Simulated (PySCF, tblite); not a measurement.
# C3H5N, a complex of two parts: NMR shifts, interaction energy, infrared bands, spin-spin couplings and electronic excitations, part 3 of 3

tblite 0.8.0 and PySCF 2.14.0. Atoms count from 0, parts from 1.

## (8) Spin-spin couplings: B3LYP/pcJ-1

The job: settings as JSON, then the geometry in Å.

```
{"job": {"kind": "j", "xc": "B3LYP", "basis": "pcJ-1"}, "charge": 0, "multiplicity": 1, "parts": [{"atoms": "0-3", "charge": 0, "multiplicity": 1}, {"atoms": "4-8", "charge": 0, "multiplicity": 1}]}
C      0.636373    -0.058711     0.004362
C     -0.556614    -0.168937    -0.163096
H      1.694869     0.035343     0.153724
H     -1.625734    -0.264805    -0.317051
C     -3.919626     0.909744    -1.554241
N     -3.697090    -0.113318    -0.845059
H     -4.910451     1.195683    -1.944307
H     -3.079881     1.571799    -1.809045
H     -4.544675    -0.655352    -0.669705
```

With the program's defaults for keys left out, this is: B3LYP/pcJ-1 indirect spin-spin coupling, non-relativistic, gas phase.

Output:

```text
coarse grid: 7424 points
cycle   1  E = -171.9016624612  dE =  1.486e-01  |g| = 4.449e-01  |ddm| = 2.420e+00
cycle   2  E = -171.8589527252  dE =  4.271e-02  |g| = 6.271e-01  |ddm| = 9.256e-01
cycle   3  E = -171.9439438228  dE = -8.499e-02  |g| = 1.635e-01  |ddm| = 5.740e-01
cycle   4  E = -171.9497584743  dE = -5.815e-03  |g| = 3.376e-02  |ddm| = 1.126e-01
cycle   5  E = -171.9499195702  dE = -1.611e-04  |g| = 2.094e-02  |ddm| = 2.914e-02
cycle   6  E = -171.9500267442  dE = -1.072e-04  |g| = 3.201e-03  |ddm| = 1.351e-02
cycle   7  E = -171.9500290942  dE = -2.350e-06  |g| = 5.142e-04  |ddm| = 2.049e-03
final grid: 71480 points
cycle   8  E = -171.9830512925  dE = -6.017e-05  |g| = 4.501e-03  |ddm| = 1.397e-02
cycle   9  E = -171.9830493667  dE =  1.926e-06  |g| = 5.437e-03  |ddm| = 8.260e-03
cycle  10  E = -171.9830554844  dE = -6.118e-06  |g| = 1.390e-03  |ddm| = 4.896e-03
cycle  11  E = -171.9830558520  dE = -3.676e-07  |g| = 5.395e-04  |ddm| = 1.105e-03
cycle  12  E = -171.9830559146  dE = -6.262e-08  |g| = 9.777e-05  |ddm| = 3.148e-04
cycle  13  E = -171.9830559166  dE = -1.972e-09  |g| = 3.990e-05  |ddm| = 7.469e-05
cycle  14  E = -171.9830559170  dE = -3.856e-10  |g| = 7.808e-06  |ddm| = 2.781e-05
converged SCF energy = -171.9830559170

Indirect spin-spin couplings (Hz)
  i      j    bonds     total        FC       PSO       DSO        SD
  0 C    1 C    1    199.284   179.059     7.976     0.023    12.225
  0 C    2 H    1    266.426   266.294    -0.868     0.326     0.675
  0 C    3 H    2     55.843    50.280     5.867    -1.213     0.909
  0 C    5 N   99     -1.865    -1.827    -0.043     0.013    -0.008
  0 C    6 H   99      0.192     0.185     0.230    -0.211    -0.012
  0 C    8 H   99      0.343     0.279     0.351    -0.261    -0.026
  1 C    2 H    2     51.073    45.698     5.816    -1.290     0.848
  1 C    3 H    1    275.473   275.590    -1.324     0.429     0.778
  1 C    4 C   99     -1.084    -1.063    -0.015    -0.001    -0.005
  1 C    5 N   99    -12.152   -12.106     0.014    -0.019    -0.041
  1 C    6 H   99      0.606     0.589     0.187    -0.185     0.015
  1 C    7 H   99      0.260     0.199    -0.113     0.169     0.005
  1 C    8 H   99      1.444     1.380     0.198    -0.193     0.060
  2 H    3 H    3     11.432     9.838     4.239    -3.248     0.604
  2 H    5 N   99     -0.359    -0.362    -0.053     0.063    -0.007
  3 H    5 N   99      2.856     3.053     0.295    -0.272    -0.221
  3 H    7 H   99      0.183     0.103    -1.083     1.137     0.026
  3 H    8 H   99     -0.212    -0.292     1.080    -0.977    -0.024
  4 C    5 N    1     -4.975   -12.083     9.230    -0.018    -2.105
  4 C    6 H    1    166.212   165.519    -0.230     0.549     0.374
  4 C    7 H    1    187.049   186.432    -0.281     0.552     0.346
  4 C    8 H    2    -10.894    -7.222    -2.578    -0.862    -0.231
  5 N    6 H    2      3.979     2.637     1.131     0.341    -0.128
  5 N    7 H    2    -11.506   -13.113     1.405     0.274    -0.072
  5 N    8 H    1    -51.841   -50.876    -0.793    -0.166    -0.006
  6 H    7 H    2     19.550    19.226     3.570    -3.482     0.236
  6 H    8 H    3     19.243    20.012     0.034    -0.899     0.096
  7 H    8 H    3     28.968    29.406     3.553    -4.375     0.384

== part 1 alone, relaxed ==
coarse grid: 3416 points
cycle   1  E = -77.2943999686  dE =  8.534e-02  |g| = 3.216e-01  |ddm| = 1.724e+00
cycle   2  E = -77.2975092038  dE = -3.109e-03  |g| = 2.977e-01  |ddm| = 5.035e-01
cycle   3  E = -77.3204158168  dE = -2.291e-02  |g| = 1.325e-02  |ddm| = 2.060e-01
cycle   4  E = -77.3204550199  dE = -3.920e-05  |g| = 1.723e-03  |ddm| = 1.042e-02
cycle   5  E = -77.3204556030  dE = -5.832e-07  |g| = 1.472e-04  |ddm| = 1.489e-03
final grid: 33160 points
cycle   6  E = -77.3389542292  dE = -3.387e-05  |g| = 2.368e-03  |ddm| = 1.018e-02
cycle   7  E = -77.3389543928  dE = -1.636e-07  |g| = 2.129e-03  |ddm| = 3.077e-03
cycle   8  E = -77.3389555579  dE = -1.165e-06  |g| = 3.929e-04  |ddm| = 1.557e-03
cycle   9  E = -77.3389555287  dE =  2.922e-08  |g| = 5.153e-04  |ddm| = 4.880e-04
cycle  10  E = -77.3389555955  dE = -6.679e-08  |g| = 6.088e-06  |ddm| = 2.847e-04
cycle  11  E = -77.3389555955  dE = -5.542e-12  |g| = 6.447e-07  |ddm| = 2.672e-06
converged SCF energy = -77.3389555955

Indirect spin-spin couplings (Hz)
  i      j    bonds     total        FC       PSO       DSO        SD
  0 C    1 C    1    213.585   192.029     8.861     0.017    12.678
  0 C    2 H    1    273.489   273.477    -0.996     0.305     0.703
  0 C    3 H    2     53.792    48.367     5.910    -1.313     0.827
  1 C    2 H    2     53.792    48.368     5.909    -1.312     0.827
  1 C    3 H    1    273.484   273.473    -0.996     0.305     0.703
  2 H    3 H    3     11.489     9.879     4.462    -3.482     0.631

== part 2 alone, relaxed ==
coarse grid: 4008 points
cycle   1  E = -94.5952432366  dE =  6.513e-02  |g| = 3.408e-01  |ddm| = 1.629e+00
cycle   2  E = -94.5389023529  dE =  5.634e-02  |g| = 6.112e-01  |ddm| = 7.603e-01
cycle   3  E = -94.6215481902  dE = -8.265e-02  |g| = 7.248e-02  |ddm| = 4.609e-01
cycle   4  E = -94.6226559174  dE = -1.108e-03  |g| = 2.718e-02  |ddm| = 6.426e-02
cycle   5  E = -94.6228276212  dE = -1.717e-04  |g| = 2.464e-03  |ddm| = 1.740e-02
cycle   6  E = -94.6228287643  dE = -1.143e-06  |g| = 3.494e-04  |ddm| = 1.739e-03
final grid: 38320 points
cycle   7  E = -94.6370710853  dE = -2.687e-05  |g| = 3.615e-03  |ddm| = 7.675e-03
cycle   8  E = -94.6370695995  dE =  1.486e-06  |g| = 4.527e-03  |ddm| = 5.972e-03
cycle   9  E = -94.6370738565  dE = -4.257e-06  |g| = 1.030e-03  |ddm| = 3.494e-03
cycle  10  E = -94.6370740648  dE = -2.083e-07  |g| = 3.666e-04  |ddm| = 7.393e-04
cycle  11  E = -94.6370740945  dE = -2.971e-08  |g| = 1.622e-05  |ddm| = 1.999e-04
cycle  12  E = -94.6370740945  dE = -4.908e-11  |g| = 2.961e-06  |ddm| = 1.474e-05
converged SCF energy = -94.6370740945

Indirect spin-spin couplings (Hz)
  i      j    bonds     total        FC       PSO       DSO        SD
  0 C    1 N    1     -3.485   -10.683     9.299    -0.013    -2.088
  0 C    2 H    1    162.802   162.056    -0.142     0.540     0.348
  0 C    3 H    1    185.834   185.181    -0.185     0.527     0.312
  0 C    4 H    2    -11.371    -7.638    -2.642    -0.865    -0.226
  1 N    2 H    2      3.659     2.247     1.199     0.353    -0.140
  1 N    3 H    2    -13.047   -14.675     1.421     0.290    -0.083
  1 N    4 H    1    -46.768   -45.917    -0.751    -0.148     0.048
  2 H    3 H    2     20.835    20.531     3.591    -3.521     0.234
  2 H    4 H    3     19.744    20.545    -0.004    -0.909     0.111
  3 H    4 H    3     29.154    29.613     3.603    -4.451     0.390
```

Run time: 21 s. Hardware: 1 thread of Arm Neoverse V1, shared host; peak memory 0.73 GiB.

Beyond four bonds or across contacts, the largest of 1 Hz or more: C1–N5 -12.2 Hz, H3–N5 2.9 Hz, C0–N5 -1.9 Hz, C1–H8 1.4 Hz.

A choice of the couplings up to four bonds, sorted by the number of bonds; isotopes 13C, 1H, 15N:

```
 pair  bonds  J (Hz)  Fermi contact (Hz)  dihedral (°)
C1–H3      1   275.5               275.6             –
C0–H2      1   266.4               266.3             –
C0–C1      1   199.3               179.1             –
C4–H7      1   187.0               186.4             –
C4–H6      1   166.2               165.5             –
N5–H8      1   -51.8               -50.9             –
C4–N5      1    -5.0               -12.1             –
C0–H3      2    55.8                50.3             –
C1–H2      2    51.1                45.7             –
H6–H7      2    19.6                19.2             –
N5–H7      2   -11.5               -13.1             –
C4–H8      2   -10.9                -7.2             –
N5–H6      2     4.0                 2.6             –
H7–H8      3    29.0                29.4          -180
H6–H8      3    19.2                20.0             0
H2–H3      3    11.4                 9.8             –
```

Quadrupole couplings from the field gradients of the same density:

```
atom  isotope  eQq/h (MHz)     η
  N5      14N       -4.807  0.51
```

What binding changes (parts relaxed alone, same level, their own basis):

```
 pair  alone (Hz)  in the cluster  change (Hz)
C0–C1       213.6           199.3        -14.3
C0–H2       273.5           266.4         -7.1
N5–H8       -46.8           -51.8         -5.1
C4–H6       162.8           166.2         +3.4
C1–H2        53.8            51.1         -2.7
C0–H3        53.8            55.8         +2.1
```

## (9) TDDFT and polarisability: CAM-B3LYP/def2-SVPD

The job: settings as JSON, then the geometry in Å.

```
{"job": {"kind": "uv", "xc": "CAM-B3LYP", "basis": "def2-SVPD", "nstates": 6, "ntriplets": 2}, "charge": 0, "multiplicity": 1, "parts": [{"atoms": "0-3", "charge": 0, "multiplicity": 1}, {"atoms": "4-8", "charge": 0, "multiplicity": 1}]}
C      0.636373    -0.058711     0.004362
C     -0.556614    -0.168937    -0.163096
H      1.694869     0.035343     0.153724
H     -1.625734    -0.264805    -0.317051
C     -3.919626     0.909744    -1.554241
N     -3.697090    -0.113318    -0.845059
H     -4.910451     1.195683    -1.944307
H     -3.079881     1.571799    -1.809045
H     -4.544675    -0.655352    -0.669705
```

With the program's defaults for keys left out, this is: TDDFT CAM-B3LYP/def2-SVPD, vertical, gas phase, core orbitals frozen in the response.

Output:

```text
coarse grid: 7424 points
cycle   1  E = -171.6772680188  dE =  1.428e-01  |g| = 3.773e-01  |ddm| = 1.032e+01
cycle   2  E = -171.6719227763  dE =  5.345e-03  |g| = 4.460e-01  |ddm| = 1.722e+00
cycle   3  E = -171.7146505661  dE = -4.273e-02  |g| = 7.119e-02  |ddm| = 5.185e-01
cycle   4  E = -171.7157859821  dE = -1.135e-03  |g| = 2.105e-02  |ddm| = 1.769e-01
cycle   5  E = -171.7158872193  dE = -1.012e-04  |g| = 7.980e-03  |ddm| = 1.124e-01
cycle   6  E = -171.7159008133  dE = -1.359e-05  |g| = 3.174e-03  |ddm| = 1.385e-02
cycle   7  E = -171.7159034880  dE = -2.675e-06  |g| = 5.040e-04  |ddm| = 6.763e-03
final grid: 71480 points
cycle   8  E = -171.7482155176  dE = -1.649e-05  |g| = 2.195e-03  |ddm| = 6.260e-02
cycle   9  E = -171.7482157970  dE = -2.794e-07  |g| = 2.109e-03  |ddm| = 7.496e-03
cycle  10  E = -171.7482167510  dE = -9.540e-07  |g| = 4.460e-04  |ddm| = 3.103e-03
cycle  11  E = -171.7482167942  dE = -4.314e-08  |g| = 1.266e-04  |ddm| = 7.460e-04
cycle  12  E = -171.7482167978  dE = -3.623e-09  |g| = 3.009e-05  |ddm| = 2.064e-04
cycle  13  E = -171.7482167980  dE = -1.853e-10  |g| = 1.375e-05  |ddm| = 5.846e-05
converged SCF energy = -171.7482167980

Static polarisability (au): isotropic 45.652, principal 32.763 44.711 59.484

Singlet excitations
state   eV       nm        f      main configurations
  1   5.2042    238.2   0.00138   H-2->L 0.99
  2   6.5308    189.8   0.00000   H-1->L+4 0.41, H->L+5 0.27, H->L+3 0.24
  3   6.8092    182.1   0.00003   H->L+4 0.46, H-1->L+5 0.23, H-1->L+3 0.21
  4   6.8104    182.1   0.00001   H-1->L+4 0.53, H->L+5 0.20, H->L+3 0.18
  5   7.3290    169.2   0.00294   H->L 0.97
  6   7.3379    169.0   0.00006   H-1->L 0.95

Triplet excitations (Tamm-Dancoff, eV): 4.3533 5.1137

== part 1 alone, relaxed ==
coarse grid: 3416 points
cycle   1  E = -77.1921185732  dE =  7.770e-02  |g| = 2.319e-01  |ddm| = 5.570e+00
cycle   2  E = -77.2024443629  dE = -1.033e-02  |g| = 1.369e-01  |ddm| = 1.377e+00
cycle   3  E = -77.2075024024  dE = -5.058e-03  |g| = 1.321e-02  |ddm| = 3.065e-01
cycle   4  E = -77.2075600139  dE = -5.761e-05  |g| = 1.672e-03  |ddm| = 8.520e-02
cycle   5  E = -77.2075609975  dE = -9.837e-07  |g| = 1.016e-04  |ddm| = 2.150e-02
final grid: 33160 points
cycle   6  E = -77.2258179428  dE = -8.592e-06  |g| = 1.046e-03  |ddm| = 3.793e-02
cycle   7  E = -77.2258181443  dE = -2.015e-07  |g| = 6.889e-04  |ddm| = 4.295e-03
cycle   8  E = -77.2258182760  dE = -1.317e-07  |g| = 4.745e-05  |ddm| = 1.334e-03
cycle   9  E = -77.2258182759  dE =  9.328e-11  |g| = 5.604e-05  |ddm| = 1.865e-04
cycle  10  E = -77.2258182767  dE = -7.742e-10  |g| = 4.509e-06  |ddm| = 5.387e-05
converged SCF energy = -77.2258182767

Static polarisability (au): isotropic 22.337, principal 17.840 17.840 31.331

Singlet excitations
state   eV       nm        f      main configurations
  1   6.5623    188.9   0.00000   H->L+1 0.33, H-1->L+2 0.33, H-1->L+1 0.16
  2   6.8500    181.0   0.00000   H->L+2 0.27, H-1->L+1 0.27, H->L+1 0.22
  3   6.8500    181.0   0.00000   H->L+1 0.27, H-1->L+2 0.27, H-1->L+1 0.22
  4   8.3133    149.1   0.10084   H->L 0.98
  5   8.3133    149.1   0.10084   H-1->L 0.98
  6   8.6866    142.7   0.00000   H-1->L+3 0.88, H->L+3 0.10

Triplet excitations (Tamm-Dancoff, eV): 5.3185 5.8604

== part 2 alone, relaxed ==
coarse grid: 4008 points
cycle   1  E = -94.4739384855  dE =  6.145e-02  |g| = 3.225e-01  |ddm| = 2.801e+00
cycle   2  E = -94.4543837707  dE =  1.955e-02  |g| = 4.650e-01  |ddm| = 1.321e+00
cycle   3  E = -94.5009997845  dE = -4.662e-02  |g| = 2.403e-02  |ddm| = 7.003e-01
cycle   4  E = -94.5011456350  dE = -1.459e-04  |g| = 1.150e-02  |ddm| = 4.232e-02
cycle   5  E = -94.5011775754  dE = -3.194e-05  |g| = 3.191e-03  |ddm| = 1.990e-02
cycle   6  E = -94.5011804958  dE = -2.920e-06  |g| = 7.966e-04  |ddm| = 4.687e-03
final grid: 38320 points
cycle   7  E = -94.5150158324  dE = -7.897e-06  |g| = 1.951e-03  |ddm| = 2.556e-02
cycle   8  E = -94.5150161737  dE = -3.413e-07  |g| = 1.661e-03  |ddm| = 6.851e-03
cycle   9  E = -94.5150168175  dE = -6.438e-07  |g| = 2.609e-04  |ddm| = 3.026e-03
cycle  10  E = -94.5150168303  dE = -1.275e-08  |g| = 1.134e-04  |ddm| = 4.860e-04
cycle  11  E = -94.5150168333  dE = -2.978e-09  |g| = 8.452e-06  |ddm| = 1.220e-04
cycle  12  E = -94.5150168333  dE = -2.782e-11  |g| = 1.315e-06  |ddm| = 3.633e-05
converged SCF energy = -94.5150168333

Static polarisability (au): isotropic 21.860, principal 15.920 21.126 28.534

Singlet excitations
state   eV       nm        f      main configurations
  1   5.0967    243.3   0.00220   H->L 0.99
  2   7.3561    168.5   0.00341   H->L+1 0.89, H->L+2 0.10
  3   8.4196    147.3   0.07266   H->L+2 0.88, H->L+1 0.09
  4   8.7839    141.1   0.23980   H-1->L 0.91
  5   9.0419    137.1   0.04739   H-1->L+1 0.89, H-1->L+2 0.08
  6   9.3598    132.5   0.00028   H-2->L 0.96

Triplet excitations (Tamm-Dancoff, eV): 4.2145 5.0911
```

Wall time 10 s (1 thread of Arm Neoverse V1, shared host); peak memory 0.57 GiB.

Frontier orbitals and where they lie:

```
orbital      eV                      atoms
 HOMO−3  -11.46   N5 51 %, C4 37 %, H8 5 %
 HOMO−2   -9.68   N5 58 %, C4 17 %, H8 7 %
 HOMO−1   -9.22   C0 46 %, C1 45 %, H2 5 %
   HOMO   -9.21   C0 46 %, C1 45 %, H2 5 %
   LUMO    0.29   C4 42 %, N5 38 %, H6 8 %
 LUMO+1    1.35  C4 44 %, H6 19 %, H8 11 %
 LUMO+2    2.12  C0 49 %, H2 16 %, C1 16 %
```

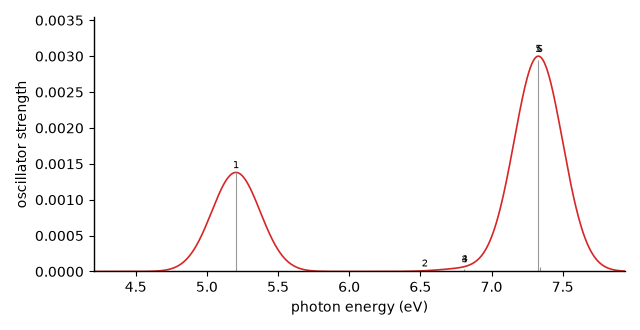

Absorption spectrum from the 6 singlet states computed; above the last one it falls off for lack of states. Lines are broadened to a width of 0.40 eV (Gaussian).

Ground-state properties from the same run:

```
           property  computed
  dipole moment (D)      2.85
polarisability (Å³)      6.76
 HOMO–LUMO gap (eV)      9.50
      −ε(HOMO) (eV)      9.21
```

What binding changes (parts relaxed alone, same level, their own basis):

```
part  S1 alone (eV)      f  α alone (Å³)
   1           6.56  0.000          3.31
   2           5.10  0.002          3.24
```

## (10) Comparing the runs

Energies in kcal/mol, with wall time:

```
                    run  counterpoise  BSSE  electrostatic  Pauli  orbital  dispersion  time
wB97M-D3(BJ)/def2-TZVPD         -3.93  0.09          -6.79   6.50    -2.76       -0.97  44 s
 PBE0-D3(BJ)/def2-TZVPD         -4.33  0.07          -6.62   5.88    -2.93       -0.72  17 s
```

## (11) Results

What follows sums up all 3 parts.

| quantity | value |
| --- | --- |
| binding energy (GFN2-xTB) | -2.77 kcal/mol |
| point group | Cs |
| rotational constants (main isotopes) | 36.19, 2.06, 1.95 GHz |
| shieldings of C, H (PBE0/pcSseg-2) | C4 8.3, C1 101.0, C0 109.5, H8 20.4, H6 23.2, H7 23.4, H3 27.0, H2 30.1 ppm and more |
| largest proton shift on binding | H3, +2.91 ppm |
| interaction energy, counterpoise (wB97M-D3(BJ)/def2-TZVPD) | -3.93 kcal/mol |
| superposition error | 0.09 kcal/mol |
| binding energy (with deformation) | -3.71 kcal/mol |
| strongest single infrared mode (PBE0-D3(BJ)/def2-SVPD) | 3283 cm⁻¹ |
| largest coupling of the table (B3LYP/pcJ-1) | ¹J(C,H) C1–H3, 275.5 Hz |
| lowest singlet (CAM-B3LYP/def2-SVPD) | 5.20 eV (238 nm), f = 0.001 |
| brightest single state of those computed | state 5, 7.33 eV, f = 0.003 |
| lowest triplet | 4.35 eV |
| range of the interaction energy over the runs of this table | -4.33 to -3.93 kcal/mol |

**Reading.** At its xTB geometry the search ends with the contact H3···N5 (weak hydrogen bond, 2.20 Å); 6 starts can't prove it the lowest minimum. A later relaxation moves these distances. The start of the PBE0/def2-SVPD relaxation was shaken at random by about 0.01 Å, so part of the energy gained, and of the first lengths quoted, undoes that. Over 6 steps the energy fell by 0.237 eV; of the close pairs, C1–H3 changed most, 1.015 to 1.084 Å. At PBE0/pcSseg-2: The widest tensor belongs to N5: span 712 ppm, with a paramagnetic part of -438 ppm. On binding (GIAO PBE0/pcSseg-2 NMR shielding, non-relativistic, gas phase), H3 moves most among the protons, 2.91 ppm downfield. The attractive terms split as electrostatic 65 %, orbital 26 %, dispersion 9 %, against 6.50 kcal/mol of Pauli repulsion. No mode is imaginary at PBE0-D3(BJ)/def2-SVPD; the softest lies at 12 cm⁻¹. Of the pairs tabulated at B3LYP/pcJ-1, C1–H3 couples most strongly (275.5 Hz; Fermi contact 275.6 Hz). The lowest singlet, at 5.20 eV, is HOMO−2→LUMO 0.99 and is weak; of the 6 states computed, the strongest absorption comes from state 5 at 7.33 eV. The lowest triplet lies 0.85 eV below the lowest singlet (triplets in Tamm-Dancoff, singlets in full TDDFT). The interaction energy runs from -4.33 (PBE0-D3(BJ)/def2-TZVPD) to -3.93 kcal/mol (wB97M-D3(BJ)/def2-TZVPD).
